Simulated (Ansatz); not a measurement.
A series of calculations on SiH$_{6}$O$_{2}$

**1. Relaxation**

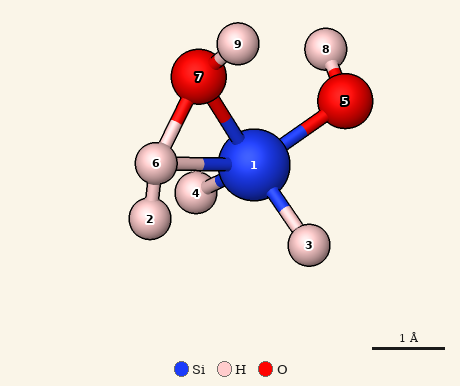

This is the input geometry for a relaxation of SiH₆O₂ (started from a transition state, displaced along its imaginary mode). Style: ball-and-stick. Shown from a free direction.

Computed with RKS PBE0-D4/def2-TZVP (Ansatz 0.2.0).

Input file:
```yaml
crystal:
  periodic: [false, false, false]
  atoms:
    - {symbol: Si, position_ang: [-0.417704, -0.198421, 0.141705]}
    - {symbol: H, position_ang: [0.837491, -1.620856, -0.046969]}
    - {symbol: H, position_ang: [-1.200915, -1.011747, -0.838109]}
    - {symbol: H, position_ang: [-0.512431, -0.656492, 1.567644]}
    - {symbol: O, position_ang: [-1.279843, 1.204296, 0.058807]}
    - {symbol: H, position_ang: [1.203047, -0.933624, -0.243173]}
    - {symbol: O, position_ang: [1.158786, 0.428087, -0.274835]}
    - {symbol: H, position_ang: [-1.020098, 1.846119, 0.720262]}
    - {symbol: H, position_ang: [1.231565, 0.942737, -1.085534]}
basis:
  gaussian: {orbitals: def2-TZVP}
hamiltonian: {xc: pbe0, dispersion: d4}
relax: {f_tol: 0.005, max_steps: 200}
```

Question: Where does the relaxation end?

Answer: The energy falls by 1.713 eV in 81 accepted moves (93 points after the start). Largest force component: 1.7 eV/Å at the start, 0.0021 eV/Å at the end. The line search rejected the trial steps at points 9, 13, 18, 23, 33, 43, 45, 55 and more of the run. The forces were under the threshold at step 58, but the run went on from there. The largest move after the best rigid fit is that of H2, 2.55 Å. By element the largest moves are H 2.55 Å, O 1.50 Å, Si 0.78 Å. Some distances before and after: Si1–H2 1.906 → 3.809 Å, Si1–H6 1.821 → 3.307 Å, H6–O7 1.363 → 2.772 Å, Si1–O7 1.747 → 1.644 Å. Bond angles that change, for instance: O5–Si1–O7 98.9° → 113.3°, H4–Si1–O7 113.1° → 103.8°, H3–Si1–O7 120.8° → 111.4°.

The structure at the end:

```xyz
9

Si   -0.9652   -0.1325   -0.4145
H     2.2035   -0.3396    1.6891
H    -2.1027    0.2210   -1.2946
H    -1.1745   -1.4048    0.3136
O    -0.8459    1.1408    0.6138
H     2.0240   -0.4289    0.9687
O     0.4058   -0.3975   -1.2815
H    -0.2078    1.0730    1.3261
H     0.6629    0.2685   -1.9210
```

After the run, drawn alike:

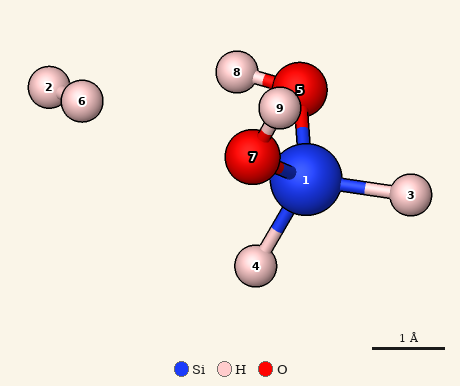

**2. Relaxation**

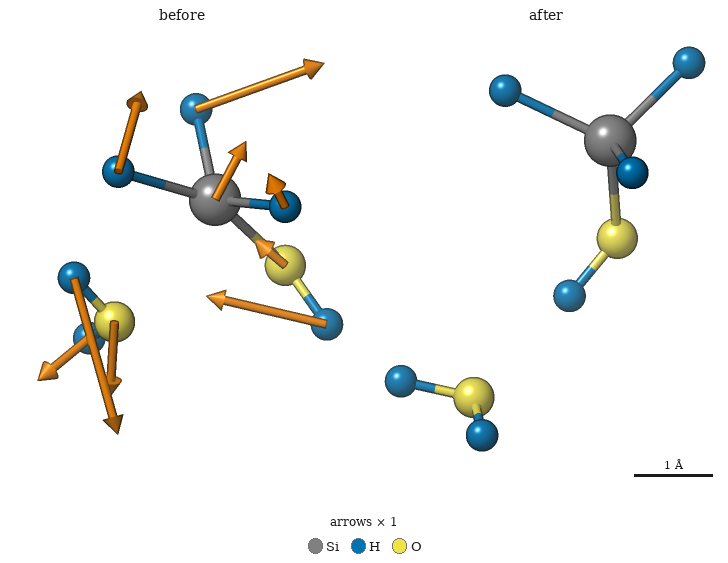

The structure of SiH₆O₂ (started from a transition state, displaced along its imaginary mode) before (left) and after (right) a relaxation, at one scale. The orange arrows give the displacements, at their true length.

Style: ball-and-stick. Shown at a tilt.

Computed with RKS PBE0-D4/def2-TZVP in Ansatz 0.2.0. Settings: force threshold 0.005 eV/Å; at most 200 steps.

> Summarise the run.

The largest move after the best rigid fit is that of an H atom, 2.10 Å. By element the largest moves are H 2.10 Å, O 1.06 Å, Si 0.86 Å. Among the contacts that change: H–Si 2.098 → 4.138 Å, O–Si 2.033 → 3.763 Å, H–O 0.857 → 0.960 Å, O–Si 1.715 → 1.635 Å. Bond angles that change, for instance: H–Si–O 157.1° → 112.3°, H–Si–H 128.3° → 109.0°, H–Si–H 91.3° → 109.0°. Groups turn about O–Si by about 25°. After 55 accepted moves (63 points after the start) the energy has fallen by 1.865 eV. Largest force component: 8.2 eV/Å at the start, 0.0025 eV/Å at the end. The line search rejected the trial steps at points 11, 20, 39, 41, 46, 47, 50, 57 of the run. The run took of the order of 3 core-minutes on a shared host.

**3. Reaction**

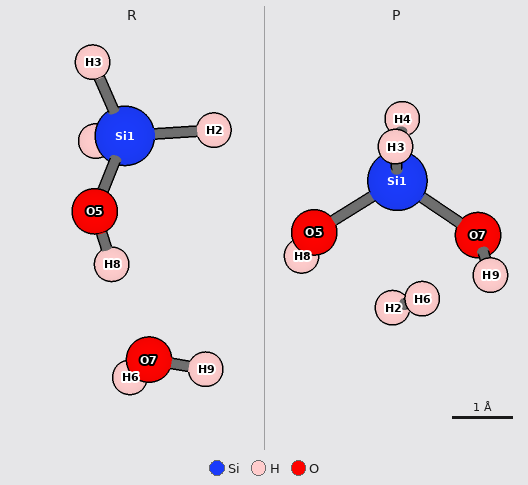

Reactant (R) and product (P) of one elementary step of SiH$_{6}$O$_{2}$. A ball-and-stick model, seen at a tilt.

Stationary points at PBE0-D4/def2-TZVP, single-point energies with CCSD(T)/CBS, wB97M-V, CCSD(T), RPA@PBE, BLYP-D4, PBE0-D4 (def2-TZVPP where no basis is named; Ansatz 0.2.0). The energies are electronic, without zero-point or thermal terms, and both ends are the minima reached downhill from the saddle, with any fragments still in contact. CCSD(T)/CBS stands for a frozen-core estimate: MP2 correlation extrapolated from def2-TZVPP and def2-QZVPP, CCSD(T) minus MP2 from the smaller set.

**What is the transition state like, and how high is the barrier?**

Counted by bonded pieces, R holds H₂O + SiH₄O and P holds H₂ + SiH₄O₂. From R over the saddle to P, bonds form: Si1–O7 (3.76 → 1.89 → 1.64 Å), H2–H6 (4.45 → 1.18 → 0.75 Å). Bonds break: Si1–H2 (1.49 → 1.73 → 3.81 Å), H6–O7 (0.96 → 1.10 → 2.77 Å). The saddle has one imaginary mode, 1064i cm⁻¹. With CCSD(T)/CBS the barrier is 40.7 kcal/mol from R and 57.7 kcal/mol from P, and P lies 17.0 kcal/mol below R.

```
      level  barrier from R (kcal/mol)  barrier from P (kcal/mol)  P less R (kcal/mol)
CCSD(T)/CBS                       40.7                       57.7                −17.0
    wB97M-V                       38.3                       55.0                −16.8
    CCSD(T)                       41.3                       57.7                −16.4
    RPA@PBE                       41.6                       57.5                −16.0
    BLYP-D4                       38.0                       54.5                −16.5
    PBE0-D4                       36.9                       51.7                −14.8
```

Against CCSD(T)/CBS, CCSD(T) comes closest on the barrier from R (+0.6 kcal/mol) and PBE0-D4 misses most (−3.8 kcal/mol).

The saddle point in the same view, with dashed sticks for the bonds that form or break:

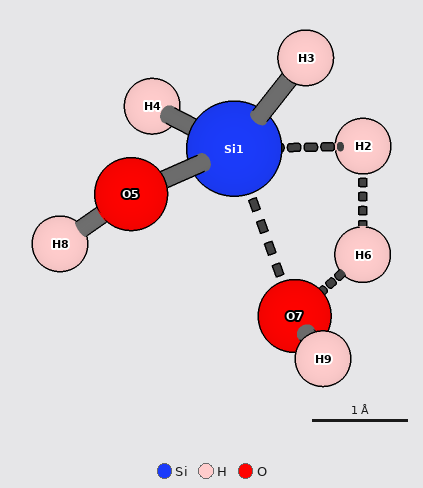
